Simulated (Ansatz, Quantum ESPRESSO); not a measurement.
# Ballistic transmission: vacuum gap of 6.0 Å between two Al(111) faces, part 2 of 4

Wanted: the transmission near the Fermi level and the conductance of this junction: vacuum gap of 6.0 Å between two Al(111) faces.

Quantum ESPRESSO 7.5; plane-wave DFT, PBE, GBRV ultrasoft pseudopotentials; cross-check by Ansatz 0.2.0 with PAW datasets.

So far. Step 2 (SCF with pw.x): The run needed 56 iterations to bring the estimated error under 1e-07 Ry; the largest force on any atom, held or free, is 0.12 eV/Å.

### Step 3. Transmission with pwcond.x

Level of this step: transmission by pwcond, lead and junction from one cell; plane-wave DFT, PBE, GBRV ultrasoft pseudopotentials (Quantum ESPRESSO).

prefixt takes both regions from one run: the lead from 0 to bdl, the scattering region from bdl to bds (units of alat). ikind = 1 puts the same lead on both sides. The program's T_tot counts both spins in a run without spin; the tables below give T per spin.

The input, cond.in:

```
&inputcond
  outdir = './out'
  prefixt = 'scf'
  tran_file = 'cond.dat'
  bdl = 2.4494897419
  bds = 15.9807590483
  ikind = 1
  ewind = 4.0
  epsproj = 1e-05
  nz1 = 7
  energy0 = 0.4
  denergy = -0.4
/
14
  0.00000000 0.00000000 0.01000000
  0.00000000 0.10000000 0.06000000
  0.00000000 0.20000000 0.06000000
  0.00000000 0.30000000 0.06000000
  0.00000000 0.40000000 0.06000000
  0.00000000 0.50000000 0.03000000
  0.10000000 0.20000000 0.06000000
  0.10000000 0.30000000 0.12000000
  0.10000000 0.40000000 0.12000000
  0.10000000 0.50000000 0.12000000
  0.20000000 0.40000000 0.06000000
  0.20000000 0.50000000 0.12000000
  0.20000000 0.60000000 0.06000000
  0.30000000 0.60000000 0.06000000
3
```

Started as:

```console
OMP_NUM_THREADS=1 mpirun -n 2 pwcond.x -in cond.in > cond.out
```

The log of the run:

```text
[banner, memory and clock lines left out]
Program PWCOND v.7.5 starts

          URL

     ./out/scf.save/

     IMPORTANT: XC functional enforced from input :
     Exchange-correlation= PBE
                           (   1   4   3   4   0   0   0)
     Any further DFT definition will be discarded
     Please, verify this is what you really want

     Reading collected, re-writing distributed wavefunctions

===== INPUT FILE containing all the regions =====

     GEOMETRY:

     lattice parameter (alat)  =       5.3984  a.u.
     the volume                =    2177.3274 (a.u.)^3
     the cross section         =      25.2384 (a.u.)^2
     l of the unit cell        =      15.9808 (alat)
     number of atoms/cell      =           18
     number of atomic types    =            1

     crystal axes: (cart. coord. in units of alat)
               a(1) = (  1.0000  0.0000  0.0000 )
               a(2) = (  0.5000  0.8660  0.0000 )
               a(3) = (  0.0000  0.0000 15.9808 )

   Cartesian axes

     site n.     atom                  positions (alat units)
          1        Al     tau(  1)=(  0.0000  0.0000 15.9808  )
          2        Al     tau(  2)=(  0.5000  0.2887  0.8165  )
          3        Al     tau(  3)=(  1.0000  0.5774  1.6330  )
          4        Al     tau(  4)=(  0.0000  0.0000  2.4495  )
          5        Al     tau(  5)=(  0.5000  0.2887  3.2660  )
          6        Al     tau(  6)=(  1.0000  0.5774  4.0825  )
          7        Al     tau(  7)=(  0.0000  0.0000  4.8990  )
          8        Al     tau(  8)=(  0.5000  0.2887  5.7155  )
          9        Al     tau(  9)=(  1.0000  0.5774  6.5320  )
         10        Al     tau( 10)=(  0.0000  0.0000  8.6323  )
         11        Al     tau( 11)=(  0.5000  0.2887  9.4488  )
         12        Al     tau( 12)=(  1.0000  0.5774 10.2653  )
         13        Al     tau( 13)=(  0.0000  0.0000 11.0818  )
         14        Al     tau( 14)=(  0.5000  0.2887 11.8983  )
         15        Al     tau( 15)=(  1.0000  0.5774 12.7148  )
         16        Al     tau( 16)=(  0.0000  0.0000 13.5313  )
         17        Al     tau( 17)=(  0.5000  0.2887 14.3478  )
         18        Al     tau( 18)=(  1.0000  0.5774 15.1643  )

     nr1s                      =           24
     nr2s                      =           24
     nr3s                      =          360
     nr1sx                     =           24
     nr2sx                     =           24
     nr3sx                     =          360
     nr1                       =           25
     nr2                       =           25
     nr3                       =          400
     nr1x                      =           25
     nr2x                      =           25
     nr3x                      =          400

 _______________________________
  Radii of nonlocal spheres:

     type       ibeta     ang. mom.          radius (alat units)
       Al         1         0                    0.3554
       Al         2         1                    0.3554
       Al         3         2                    0.3554
----- General information -----

--- T calc. with identical leads (ikind=1) ---

     nrx                       =           24
     nry                       =           24
     nz1                       =            7

     energy0               =         4.0E-01
     denergy               =        -4.0E-01
     nenergy               =          3
     ecut2d                =         4.0E+01
     ewind                 =         4.0E+00
     epsproj               =         1.0E-05

     number of k_|| points=   14
                       cryst. coord.
        k(    1) = (   0.0000000   0.0000000), wk =   0.0100000
        k(    2) = (   0.0000000   0.1000000), wk =   0.0600000
        k(    3) = (   0.0000000   0.2000000), wk =   0.0600000
        k(    4) = (   0.0000000   0.3000000), wk =   0.0600000
        k(    5) = (   0.0000000   0.4000000), wk =   0.0600000
        k(    6) = (   0.0000000   0.5000000), wk =   0.0300000
        k(    7) = (   0.1000000   0.2000000), wk =   0.0600000
        k(    8) = (   0.1000000   0.3000000), wk =   0.1200000
        k(    9) = (   0.1000000   0.4000000), wk =   0.1200000
        k(   10) = (   0.1000000   0.5000000), wk =   0.1200000
        k(   11) = (   0.2000000   0.4000000), wk =   0.0600000
        k(   12) = (   0.2000000   0.5000000), wk =   0.1200000
        k(   13) = (   0.2000000   0.6000000), wk =   0.0600000
        k(   14) = (   0.3000000   0.6000000), wk =   0.0600000
----- Information about left/right lead -----

     nocros                   =            9
     noins                    =           18
     norb                     =           36
     norbf                    =          144
     nrz                      =           55

      iorb      type   ibeta   ang. mom.   m       position (alat)
        1        1       1        0        1   taunew(   1)=(  0.0000  0.0000  0.0000)
        2        1       2        1        1   taunew(   2)=(  0.0000  0.0000  0.0000)
        3        1       2        1        2   taunew(   3)=(  0.0000  0.0000  0.0000)
        4        1       2        1        3   taunew(   4)=(  0.0000  0.0000  0.0000)
        5        1       3        2        1   taunew(   5)=(  0.0000  0.0000  0.0000)
        6        1       3        2        2   taunew(   6)=(  0.0000  0.0000  0.0000)
        7        1       3        2        3   taunew(   7)=(  0.0000  0.0000  0.0000)
        8        1       3        2        4   taunew(   8)=(  0.0000  0.0000  0.0000)
        9        1       3        2        5   taunew(   9)=(  0.0000  0.0000  0.0000)
       10        1       1        0        1   taunew(  10)=(  0.5000  0.2887  0.8165)
       11        1       2        1        1   taunew(  11)=(  0.5000  0.2887  0.8165)
       12        1       2        1        2   taunew(  12)=(  0.5000  0.2887  0.8165)
       13        1       2        1        3   taunew(  13)=(  0.5000  0.2887  0.8165)
       14        1       3        2        1   taunew(  14)=(  0.5000  0.2887  0.8165)
       15        1       3        2        2   taunew(  15)=(  0.5000  0.2887  0.8165)
       16        1       3        2        3   taunew(  16)=(  0.5000  0.2887  0.8165)
       17        1       3        2        4   taunew(  17)=(  0.5000  0.2887  0.8165)
       18        1       3        2        5   taunew(  18)=(  0.5000  0.2887  0.8165)
       19        1       1        0        1   taunew(  19)=(  1.0000  0.5774  1.6330)
       20        1       2        1        1   taunew(  20)=(  1.0000  0.5774  1.6330)
       21        1       2        1        2   taunew(  21)=(  1.0000  0.5774  1.6330)
[...]
92        1       2        1        1   taunew(  92)=(  0.5000  0.2887  9.4488)
       93        1       2        1        2   taunew(  93)=(  0.5000  0.2887  9.4488)
       94        1       2        1        3   taunew(  94)=(  0.5000  0.2887  9.4488)
       95        1       3        2        1   taunew(  95)=(  0.5000  0.2887  9.4488)
       96        1       3        2        2   taunew(  96)=(  0.5000  0.2887  9.4488)
       97        1       3        2        3   taunew(  97)=(  0.5000  0.2887  9.4488)
       98        1       3        2        4   taunew(  98)=(  0.5000  0.2887  9.4488)
       99        1       3        2        5   taunew(  99)=(  0.5000  0.2887  9.4488)
      100        1       1        0        1   taunew( 100)=(  1.0000  0.5774 10.2653)
      101        1       2        1        1   taunew( 101)=(  1.0000  0.5774 10.2653)
      102        1       2        1        2   taunew( 102)=(  1.0000  0.5774 10.2653)
      103        1       2        1        3   taunew( 103)=(  1.0000  0.5774 10.2653)
      104        1       3        2        1   taunew( 104)=(  1.0000  0.5774 10.2653)
      105        1       3        2        2   taunew( 105)=(  1.0000  0.5774 10.2653)
      106        1       3        2        3   taunew( 106)=(  1.0000  0.5774 10.2653)
      107        1       3        2        4   taunew( 107)=(  1.0000  0.5774 10.2653)
      108        1       3        2        5   taunew( 108)=(  1.0000  0.5774 10.2653)
      109        1       1        0        1   taunew( 109)=(  0.0000  0.0000 11.0818)
      110        1       2        1        1   taunew( 110)=(  0.0000  0.0000 11.0818)
      111        1       2        1        2   taunew( 111)=(  0.0000  0.0000 11.0818)
      112        1       2        1        3   taunew( 112)=(  0.0000  0.0000 11.0818)
      113        1       3        2        1   taunew( 113)=(  0.0000  0.0000 11.0818)
      114        1       3        2        2   taunew( 114)=(  0.0000  0.0000 11.0818)
      115        1       3        2        3   taunew( 115)=(  0.0000  0.0000 11.0818)
      116        1       3        2        4   taunew( 116)=(  0.0000  0.0000 11.0818)
      117        1       3        2        5   taunew( 117)=(  0.0000  0.0000 11.0818)
      118        1       1        0        1   taunew( 118)=(  0.5000  0.2887 11.8983)
      119        1       2        1        1   taunew( 119)=(  0.5000  0.2887 11.8983)
      120        1       2        1        2   taunew( 120)=(  0.5000  0.2887 11.8983)
      121        1       2        1        3   taunew( 121)=(  0.5000  0.2887 11.8983)
      122        1       3        2        1   taunew( 122)=(  0.5000  0.2887 11.8983)
      123        1       3        2        2   taunew( 123)=(  0.5000  0.2887 11.8983)
      124        1       3        2        3   taunew( 124)=(  0.5000  0.2887 11.8983)
      125        1       3        2        4   taunew( 125)=(  0.5000  0.2887 11.8983)
      126        1       3        2        5   taunew( 126)=(  0.5000  0.2887 11.8983)
      127        1       1        0        1   taunew( 127)=(  1.0000  0.5774 12.7148)
      128        1       2        1        1   taunew( 128)=(  1.0000  0.5774 12.7148)
      129        1       2        1        2   taunew( 129)=(  1.0000  0.5774 12.7148)
      130        1       2        1        3   taunew( 130)=(  1.0000  0.5774 12.7148)
      131        1       3        2        1   taunew( 131)=(  1.0000  0.5774 12.7148)
      132        1       3        2        2   taunew( 132)=(  1.0000  0.5774 12.7148)
      133        1       3        2        3   taunew( 133)=(  1.0000  0.5774 12.7148)
      134        1       3        2        4   taunew( 134)=(  1.0000  0.5774 12.7148)
      135        1       3        2        5   taunew( 135)=(  1.0000  0.5774 12.7148)
      136        1       1        0        1   taunew( 136)=(  0.0000  0.0000 13.5313)
      137        1       2        1        1   taunew( 137)=(  0.0000  0.0000 13.5313)
      138        1       2        1        2   taunew( 138)=(  0.0000  0.0000 13.5313)
      139        1       2        1        3   taunew( 139)=(  0.0000  0.0000 13.5313)
      140        1       3        2        1   taunew( 140)=(  0.0000  0.0000 13.5313)
      141        1       3        2        2   taunew( 141)=(  0.0000  0.0000 13.5313)
      142        1       3        2        3   taunew( 142)=(  0.0000  0.0000 13.5313)
      143        1       3        2        4   taunew( 143)=(  0.0000  0.0000 13.5313)
      144        1       3        2        5   taunew( 144)=(  0.0000  0.0000 13.5313)
 ngper, shell number =           85          11
 ngper, n2d =           85          64
---  E-Ef =    0.4000000  k =    0.0000000   0.0000000
---  ie =          1  ik =          1
 Nchannels of the left tip =            1
 Right moving states:
   k1(2pi/a)   k2(2pi/a)   E-Ef (eV)
   0.0068522   0.0000011   0.4000000
 Left moving states:
   k1(2pi/a)   k2(2pi/a)   E-Ef (eV)
  -0.0068522   0.0000011   0.4000000

 to transmit
 Band j to band i transmissions and reflections:
    j         i     |T_ij|^2    |R_ij|^2

    1 -->     1     0.10017     0.89983
   Total T_j, R_j =    0.10017  0.89983

E-Ef(ev), T(x2 spins) =    0.4000000   0.2003429
---  E-Ef =    0.0000000  k =    0.0000000   0.0000000
---  ie =          2  ik =          1
 Nchannels of the left tip =            1
 Right moving states:
   k1(2pi/a)   k2(2pi/a)   E-Ef (eV)
  -0.0289770   0.0000012   0.0000000
 Left moving states:
   k1(2pi/a)   k2(2pi/a)   E-Ef (eV)
   0.0289770   0.0000012   0.0000000

 to transmit
 Band j to band i transmissions and reflections:
    j         i     |T_ij|^2    |R_ij|^2

    1 -->     1     0.06862     0.93138
   Total T_j, R_j =    0.06862  0.93138

E-Ef(ev), T(x2 spins) =    0.0000000   0.1372351
---  E-Ef =   -0.4000000  k =    0.0000000   0.0000000
---  ie =          3  ik =          1
 Nchannels of the left tip =            1
 Right moving states:
   k1(2pi/a)   k2(2pi/a)   E-Ef (eV)
  -0.0653619   0.0000012  -0.4000000
 Left moving states:
   k1(2pi/a)   k2(2pi/a)   E-Ef (eV)
   0.0653619   0.0000012  -0.4000000

 to transmit
 Band j to band i transmissions and reflections:
    j         i     |T_ij|^2    |R_ij|^2

    1 -->     1     0.04844     0.95156
   Total T_j, R_j =    0.04844  0.95156

E-Ef(ev), T(x2 spins) =   -0.4000000   0.0968855
 ngper, shell number =           85          47
 ngper, n2d =           85          64
[... further energies and points left out ...]
---  E-Ef =    0.4000000  k =    0.3000000   0.6000000
---  ie =          1  ik =         14
 Nchannels of the left tip =            2
 Right moving states:
   k1(2pi/a)   k2(2pi/a)   E-Ef (eV)
  -0.0293013   0.0000012   0.4000000
   0.3096366   0.0000019   0.4000000
 Left moving states:
   k1(2pi/a)   k2(2pi/a)   E-Ef (eV)
   0.0293013   0.0000012   0.4000000
  -0.3096366   0.0000019   0.4000000

 to transmit
 Band j to band i transmissions and reflections:
    j         i     |T_ij|^2    |R_ij|^2

    1 -->     1     0.00008     0.80023
    1 -->     2     0.00003     0.19967
   Total T_j, R_j =    0.00010  0.99990

    2 -->     1     0.00002     0.19967
    2 -->     2     0.00035     0.79996
   Total T_j, R_j =    0.00037  0.99963

E-Ef(ev), T(x2 spins) =    0.4000000   0.0009494
---  E-Ef =    0.0000000  k =    0.3000000   0.6000000
---  ie =          2  ik =         14
 Nchannels of the left tip =            0
 Right moving states:
   k1(2pi/a)   k2(2pi/a)   E-Ef (eV)
 Left moving states:
   k1(2pi/a)   k2(2pi/a)   E-Ef (eV)

 to transmit
          E-Ef(ev), T =    0.0000000   0.0000000
---  E-Ef =   -0.4000000  k =    0.3000000   0.6000000
---  ie =          3  ik =         14
 Nchannels of the left tip =            0
 Right moving states:
   k1(2pi/a)   k2(2pi/a)   E-Ef (eV)
 Left moving states:
   k1(2pi/a)   k2(2pi/a)   E-Ef (eV)

 to transmit
          E-Ef(ev), T =   -0.4000000   0.0000000
   T_tot     0.40000      0.34520E-01
   T_tot     0.00000      0.23733E-01
   T_tot    -0.40000      0.17635E-01

Note: The following floating-point exceptions are signalling: IEEE_UNDERFLOW_FLAG
Note: The following floating-point exceptions are signalling: IEEE_UNDERFLOW_FLAG
```

The job ended after 2 min (2 MPI ranks of Arm Neoverse N1, shared host; peak memory 0.14 GiB).

Numbers from this step:

```
lead channels at the Fermi level, one spin : 1.51
transmission at the Fermi level, one spin  : 0.01187
conductance                                : 0.01187 G₀
```

Per spin; mean over the k mesh across the current. The open channels, zone mean by energy, zero at the Fermi level:

```csv
energy (eV),"open channels, zone mean"
-0.400,1.33
0.000,1.51
0.400,1.51
```

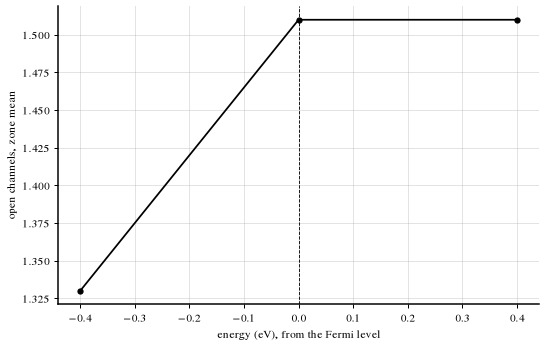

Open channels, zone mean against energy.

Per spin; mean over the k mesh across the current. The transmission, zone mean by energy, zero at the Fermi level:

```csv
energy (eV),"transmission, zone mean"
-0.400,0.00882
0.000,0.0119
0.400,0.0173
```

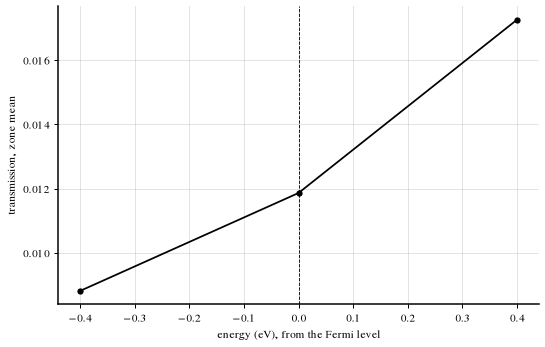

Transmission, zone mean against energy.

At 0.000 eV; k in fractions of b1, b2. Transmission by k point:

```
 k1   k2  weight         t  channels
  0    0    0.01   0.06862         1
  0  0.1    0.06   0.05544         1
  0  0.2    0.06   0.02929         1
  0  0.3    0.06   0.01217         1
  0  0.4    0.06  0.002131         2
  0  0.5    0.03   8.38e-4         2
0.1  0.2    0.06   0.03615         1
0.1  0.3    0.12   0.01588         1
0.1  0.4    0.12  0.004212         2
0.1  0.5    0.12   2.44e-4         2
0.2  0.4    0.06   0.00593         1
0.2  0.5    0.12  0.001828         2
0.2  0.6    0.06   4.92e-4         3
0.3  0.6    0.06         0         0
```

The program's own clock; routines nest. Time by routine:

```
     routine  wall time (s)  calls
      PWCOND          119.7      1
scatter_forw          101.7     84
       local          12.15     14
      compbs           4.06     42
    compbs_2           3.43     42
        init           0.59      1
       poten           0.11      1
```

At no point does T exceed the number of channels.

(Continued in part 3 of 4.)

[Logs are printed without paths, hosts, clocks, repeated set-up lines and the standing remarks that a program may print on its own settings, such as how far it seeks lower states.]

[Hosts, paths, dates, database ids (printed as entryN), source tags and the programs' standing remarks are cut or masked in the printed files.]

[Maps of the electrostatic potential energy from Ansatz leave out the sawtooth potential of an applied field or a dipole correction, so their vacuum need not be flat; planar profiles and work functions include it.]
